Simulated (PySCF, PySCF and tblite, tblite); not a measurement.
# C4H8O2S2: a path driven as ring inversion, and NMR exchange

How fast is ring inversion in C4H8O2S2 (`O=S1(=O)CCCSC1`), and when do the exchanging lines merge?

Computed with tblite 0.8.0 (tight binding) and PySCF 2.14.0 (DFT, with response routines of our own); each step states its level. Atoms count from 0 throughout.

### Step 1. The molecule as given

16 atoms, charge 0, multiplicity 1; geometry from: force field or distance geometry start.

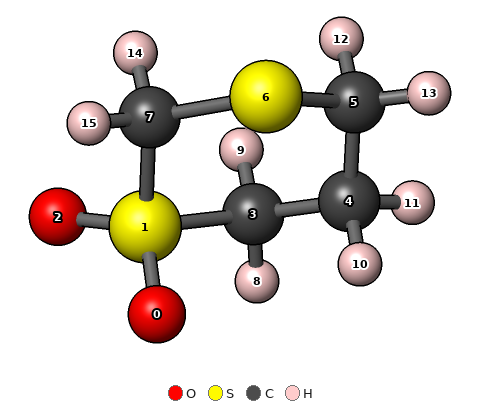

The starting geometry (oxygen red, sulfur yellow, carbon dark grey, hydrogen pink), atoms numbered.

### Step 2. GFN2-xTB relaxation, start minimum

What the job is given:

```
{"job": {"xc": "GFN2-xTB", "basis": "xTB", "kind": "relax"}, "charge": 0, "multiplicity": 1}
O      1.304700     1.898600     0.758200
S      1.383600     0.790100    -0.172400
O      2.468200     0.725200    -1.138300
C     -0.145100     0.688200    -1.065800
C     -1.349200     0.447700    -0.149400
C     -1.351900    -0.919700     0.514400
S     -0.052800    -1.087000     1.778000
C      1.418300    -0.740600     0.765900
H     -0.248200     1.623100    -1.597300
H     -0.046000    -0.123400    -1.790100
H     -1.430300     1.242800     0.592800
H     -2.253900     0.515900    -0.775600
H     -1.237900    -1.718400    -0.211400
H     -2.305200    -1.075800     1.012700
H      1.547700    -1.550600     0.045800
H      2.290400    -0.707100     1.421200
```

Run with:

```sh
$ OMP_NUM_THREADS=1 python ens_run.py task.json out
```

The driver reads the study from task.json and runs its stages one after another.

What it wrote:

```text
step      E/eV     max force
  0    -741.31882    1.215
  1    -741.36602    0.670
  2    -741.38404    0.546
  3    -741.40564    0.430
  4    -741.41364    0.268
  5    -741.42034    0.196
  6    -741.42414    0.184
  7    -741.42713    0.175
  8    -741.43030    0.142
  9    -741.43212    0.108
 10    -741.43334    0.093
 11    -741.43462    0.099
 12    -741.43631    0.135
 13    -741.43791    0.108
 14    -741.43916    0.079
 15    -741.44026    0.096
 16    -741.44152    0.103
 17    -741.44270    0.110
 18    -741.44350    0.063
 19    -741.44393    0.047
 20    -741.44422    0.047
 21    -741.44445    0.049
 22    -741.44460    0.038
 23    -741.44471    0.036
 24    -741.44483    0.035
 25    -741.44498    0.046
 26    -741.44513    0.049
 27    -741.44526    0.031
 28    -741.44535    0.030
 29    -741.44546    0.038
 30    -741.44558    0.039
 31    -741.44570    0.037
 32    -741.44580    0.029
 33    -741.44590    0.034
 34    -741.44600    0.033
 35    -741.44610    0.031
 36    -741.44617    0.022
 37    -741.44623    0.023
 38    -741.44628    0.029
 39    -741.44633    0.022
 40    -741.44638    0.019
 41    -741.44642    0.020
 42    -741.44646    0.016
 43    -741.44650    0.017
 44    -741.44655    0.017
 45    -741.44660    0.018
 46    -741.44666    0.020
 47    -741.44672    0.023
 48    -741.44677    0.018
 49    -741.44679    0.014
 50    -741.44681    0.014
 51    -741.44683    0.017
 52    -741.44686    0.017
 53    -741.44687    0.012
 54    -741.44688    0.007
 55    -741.44689    0.007
 56    -741.44690    0.006
 57    -741.44690    0.004
 58    -741.44690    0.003
 59    -741.44690    0.004
 60    -741.44690    0.002
```

Run time: 0.71 s. Hardware: 1 thread of Intel Xeon Platinum 8259CL at 2.50GHz, shared host.

The energy fell by 0.128 eV, and the atoms moved 0.09 Å (root mean square).

### Step 3. Relaxed scan, ring torsion 0 driven

What the job is given:

```
{"job": {"xc": "GFN2-xTB", "basis": "xTB", "coordinate": [["t", [7, 1, 3, 4], 1.0]], "kind": "drive"}, "charge": 0, "multiplicity": 1}
O      1.197937     1.860291     0.810940
S      1.346765     0.794773    -0.134661
O      2.464313     0.834055    -1.036780
C     -0.181471     0.658162    -1.115667
C     -1.359987     0.466554    -0.182302
C     -1.321491    -0.887444     0.511453
S     -0.029760    -0.981756     1.794856
C      1.418529    -0.803226     0.752038
H     -0.252301     1.585605    -1.678230
H     -0.035332    -0.173844    -1.799894
H     -1.336134     1.259308     0.568650
H     -2.295090     0.554641    -0.743365
H     -1.157009    -1.699324    -0.199070
H     -2.250706    -1.072046     1.048910
H      1.483982    -1.591749     0.006192
H      2.300156    -0.795057     1.385520
```

What it wrote:

```text
point  coordinate     E/eV
  0     47.600     -741.41388
  1     34.300     -741.34496
  2     20.900     -741.26997
  3      7.100     -741.21404
  4     -6.600     -741.18441
  5    -20.400     -741.19199
  6    -34.000     -741.23517
  7    -47.600     -741.30094
  8    -60.900     -741.38090
```

Wall time 3.6 s (1 thread of Intel Xeon Platinum 8259CL at 2.50GHz, shared host).

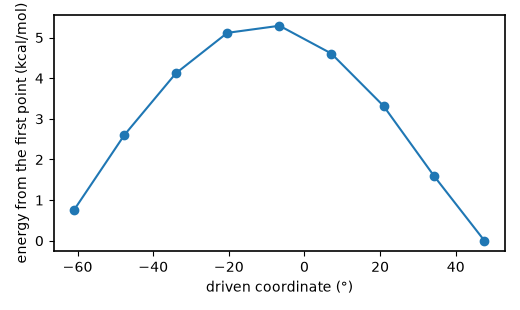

Energy along the scan.

### Step 4. Relaxed scan, ring torsion 3 driven

What the job is given:

```
{"job": {"xc": "GFN2-xTB", "basis": "xTB", "coordinate": [["t", [4, 5, 6, 7], 1.0]], "kind": "drive"}, "charge": 0, "multiplicity": 1}
O      2.380316     1.202402    -0.736705
S      1.289782     0.281311    -0.590889
O      1.166379    -0.770269    -1.561611
C     -0.270221     1.216067    -0.507850
C     -1.444374     0.251986    -0.495592
C     -1.168562    -0.962329     0.388279
S     -0.187035    -0.526994     1.861476
C      1.428638    -0.500440     1.066375
H     -0.201981     1.803802     0.404026
H     -0.279580     1.878183    -1.368647
H     -2.334465     0.780398    -0.146283
H     -1.632035    -0.105480    -1.509353
H     -0.597696    -1.714723    -0.153664
H     -2.093484    -1.403756     0.754986
H      1.804422    -1.510959     0.919451
H      2.113232     0.090249     1.665817
```

What it wrote:

```text
point  coordinate     E/eV
  0    -68.000     -741.36100
  1    -55.100     -741.26800
  2    -41.900     -741.16300
  3    -28.000     -741.35357
  4    -15.100     -741.32388
  5     -1.700     -741.28506
  6     11.900     -741.28112
  7     25.300     -741.31230
  8     38.200     -741.33799
  9     50.900     -741.32594
 10     64.000     -741.28705
```

It took 6.2 s on 1 thread of Intel Xeon Platinum 8259CL at 2.50GHz, shared host.

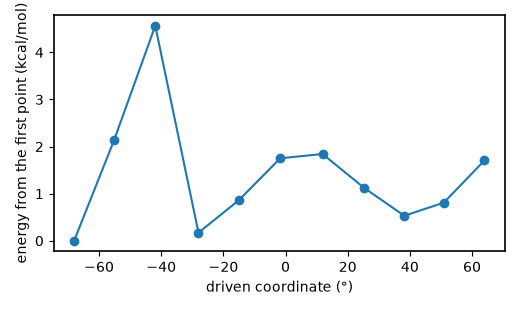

Energy along the scan.

### Step 5. Relaxed scan, ring torsion 5 driven

What the job is given:

```
{"job": {"xc": "GFN2-xTB", "basis": "xTB", "coordinate": [["t", [6, 7, 1, 3], 1.0]], "kind": "drive"}, "charge": 0, "multiplicity": 1}
O      1.016483     1.593562     1.201282
S      1.206940     0.871432    -0.022312
O      2.262985     1.295428    -0.897363
C     -0.357625     0.878609    -0.969224
C     -1.270787    -0.256205    -0.531374
C     -1.198955    -0.466690     0.975192
S      0.212499    -1.523701     1.450163
C      1.487076    -0.890684     0.342988
H     -0.796174     1.851358    -0.758552
H     -0.079850     0.819737    -2.017270
H     -2.299793    -0.019292    -0.814937
H     -1.001572    -1.185490    -1.039112
H     -2.070636    -1.003289     1.347098
H     -1.101671     0.482092     1.501739
H      1.494638    -1.410690    -0.611994
H      2.451992    -0.983551     0.832646
```

What it wrote:

```text
point  coordinate     E/eV
  0    -52.400     -741.31041
  1    -38.300     -741.25708
  2    -24.100     -741.21080
  3     -9.800     -741.18764
  4      4.600     -741.19454
  5     19.100     -741.25443
  6     33.200     -741.33085
  7     47.300     -741.40805
  8     60.700     -741.44592
```

Wall time 4.5 s (1 thread of Intel Xeon Platinum 8259CL at 2.50GHz, shared host).

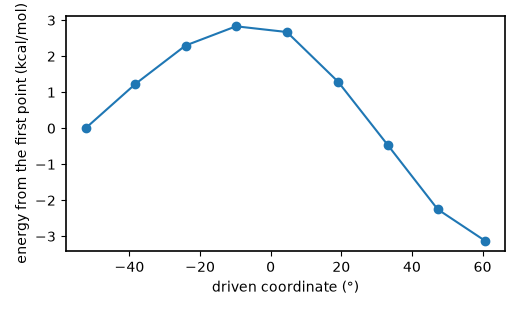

Energy along the scan.

### Step 6. Nudged elastic band, leg 1

What the job is given:

```
{"job": {"xc": "GFN2-xTB", "basis": "xTB", "kind": "neb"}, "charge": 0, "multiplicity": 1}
O      1.197937     1.860291     0.810940
S      1.346765     0.794773    -0.134661
O      2.464313     0.834055    -1.036780
C     -0.181471     0.658162    -1.115667
C     -1.359987     0.466554    -0.182302
C     -1.321491    -0.887444     0.511453
S     -0.029760    -0.981756     1.794856
C      1.418529    -0.803226     0.752038
H     -0.252301     1.585605    -1.678230
H     -0.035332    -0.173844    -1.799894
H     -1.336134     1.259308     0.568650
H     -2.295090     0.554641    -0.743365
H     -1.157009    -1.699324    -0.199070
H     -2.250706    -1.072046     1.048910
H      1.483982    -1.591749     0.006192
H      2.300156    -0.795057     1.385520
```

What it wrote:

```text
image   E - E0 / eV
  0       0.0000
  1       0.0757
  2       0.1997
  3       0.2622
  4       0.2099
  5       0.0910
  6       0.0421
```

Run time: 2.9 s. Hardware: 1 thread of Intel Xeon Platinum 8259CL at 2.50GHz, shared host; peak memory 0.2 GiB.

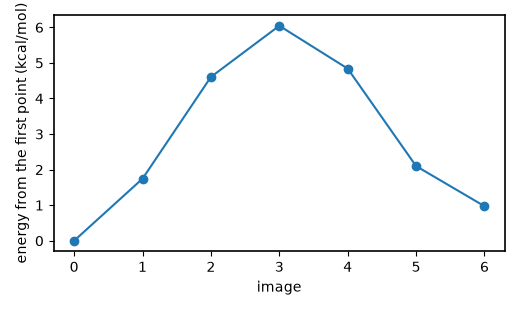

Energy along the band.

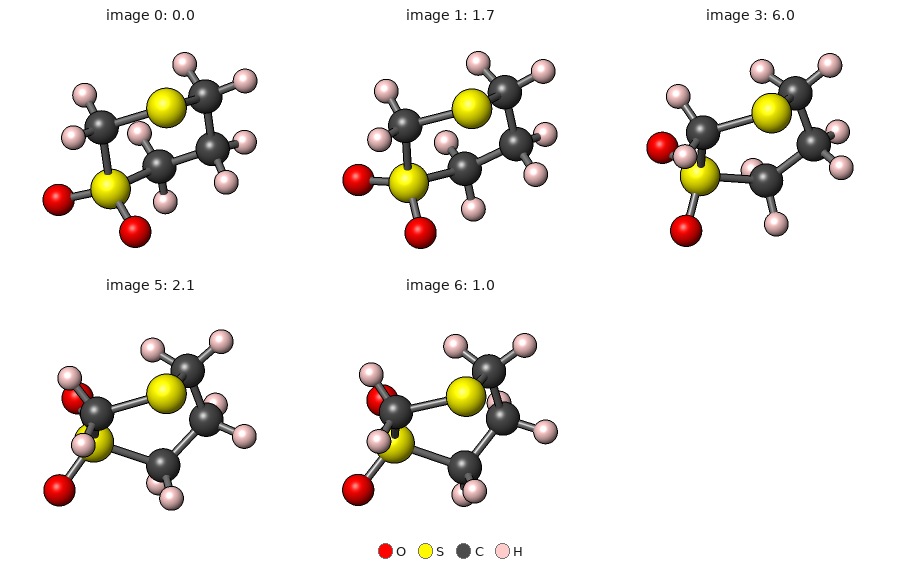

Images along the band, with energies in kcal/mol.

### Step 7. Saddle search, leg 1

What the job is given:

```
{"job": {"xc": "GFN2-xTB", "basis": "xTB", "kind": "saddle"}, "charge": 0, "multiplicity": 1}
O      2.116019     1.660023     0.010999
S      1.395423     0.481372    -0.377692
O      1.918798    -0.294468    -1.469736
C     -0.286729     1.029912    -0.889020
C     -1.497647     0.383740    -0.225184
C     -1.204741    -0.990534     0.352931
S     -0.195634    -0.814007     1.862286
C      1.397088    -0.672314     1.056467
H     -0.265043     2.104775    -0.732229
H     -0.257219     0.820188    -1.955554
H     -1.860626     1.017390     0.586916
H     -2.300723     0.302829    -0.963266
H     -0.667917    -1.632537    -0.344702
H     -2.126150    -1.480710     0.663968
H      1.715902    -1.633356     0.656706
H      2.119198    -0.282303     1.767111
```

What it wrote:

```text
step      E/eV     max force
  0    -741.18474   0.0172
  1    -741.18545   0.1165
  2    -741.18477   0.0235
  3    -741.18524   0.0329
  4    -741.18603   0.0253
  5    -741.18672   0.0389
  6    -741.18733   0.0208
  7    -741.18750   0.0196
  8    -741.18760   0.0092
  9    -741.18763   0.0051
 10    -741.18764   0.0017
lowest wavenumbers (cm-1): -84.8 35.3 239.0 253.4 278.9 293.2
```

Run time: 7.3 s. Hardware: 1 thread of Intel Xeon Platinum 8259CL at 2.50GHz, shared host; peak memory 0.2 GiB.

Point group C1; 1 imaginary mode, 85i cm⁻¹, carried by O2, C3, O0, C7. Steps downhill from it reached both ends.

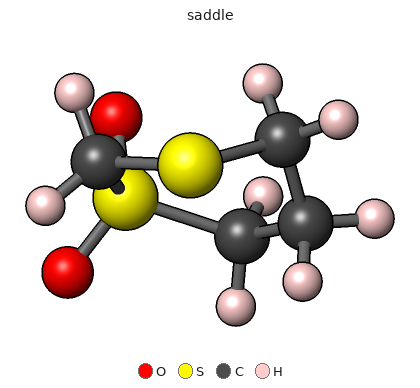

The saddle point.

### Step 8. Nudged elastic band, leg 2

What the job is given:

```
{"job": {"xc": "GFN2-xTB", "basis": "xTB", "kind": "neb"}, "charge": 0, "multiplicity": 1}
O      2.380316     1.202402    -0.736705
S      1.289782     0.281311    -0.590889
O      1.166379    -0.770269    -1.561611
C     -0.270221     1.216067    -0.507850
C     -1.444374     0.251986    -0.495592
C     -1.168562    -0.962329     0.388279
S     -0.187035    -0.526994     1.861476
C      1.428638    -0.500440     1.066375
H     -0.201981     1.803802     0.404026
H     -0.279580     1.878183    -1.368647
H     -2.334465     0.780398    -0.146283
H     -1.632035    -0.105480    -1.509353
H     -0.597696    -1.714723    -0.153664
H     -2.093484    -1.403756     0.754986
H      1.804422    -1.510959     0.919451
H      2.113232     0.090249     1.665817
```

What it wrote:

```text
image   E - E0 / eV
  0       0.0000
  1       0.0171
  2       0.0430
  3       0.0610
  4       0.0536
  5       0.0287
  6       0.0136
```

Run time: 7.9 s. Hardware: 1 thread of Intel Xeon Platinum 8259CL at 2.50GHz, shared host; peak memory 0.2 GiB.

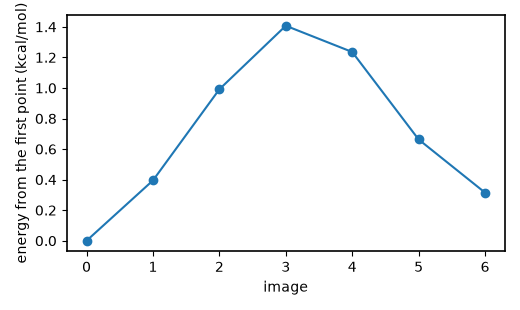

Energy along the band.

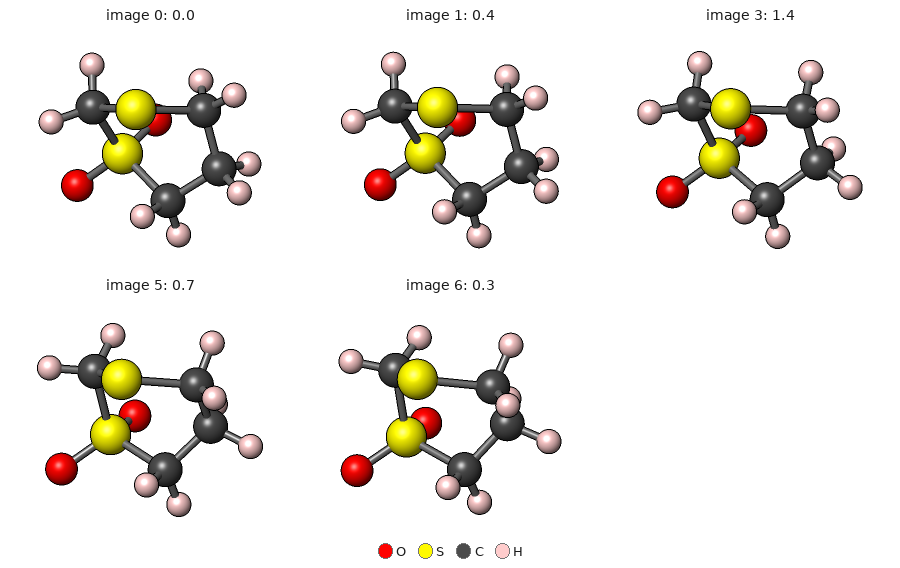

Images along the band, with energies in kcal/mol.

### Step 9. Saddle search, leg 2

What the job is given:

```
{"job": {"xc": "GFN2-xTB", "basis": "xTB", "kind": "saddle"}, "charge": 0, "multiplicity": 1}
O      2.358838     1.416081    -0.593966
S      1.323161     0.422873    -0.598665
O      1.280355    -0.495242    -1.703076
C     -0.305599     1.223244    -0.445982
C     -1.340919     0.127476    -0.586130
C     -1.272075    -0.905126     0.550210
S     -0.070647    -0.505351     1.864001
C      1.469964    -0.572285     0.939866
H     -0.326495     1.719825     0.520219
H     -0.365732     1.956446    -1.244524
H     -2.339235     0.566803    -0.637003
H     -1.142847    -0.379879    -1.532228
H     -1.023562    -1.896876     0.174953
H     -2.220109    -0.965388     1.084229
H      1.728844    -1.589674     0.656278
H      2.246058    -0.122927     1.551817
```

What it wrote:

```text
step      E/eV     max force
  0    -741.34377   0.0522
  1    -741.35327   0.0916
  2    -741.35697   0.1912
  3    -741.35617   0.0395
  4    -741.35860   0.0587
  5    -741.35937   0.0773
  6    -741.35960   0.0010
lowest wavenumbers (cm-1): -72.0 136.9 188.5 247.9 288.1 305.6
```

Wall time 8.2 s (1 thread of Intel Xeon Platinum 8259CL at 2.50GHz, shared host); peak memory 0.2 GiB.

Point group C1; 1 imaginary mode, 72i cm⁻¹, carried by C5, H12, C7, O2. Steps downhill from it reached both ends.

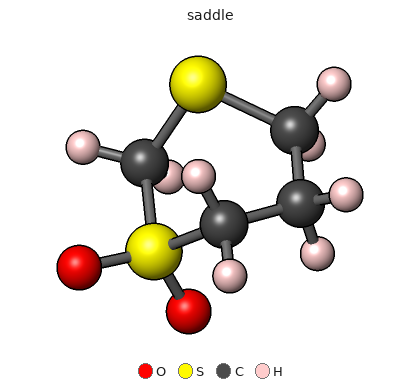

The saddle point.

(Part 1 of 3 ends here.)
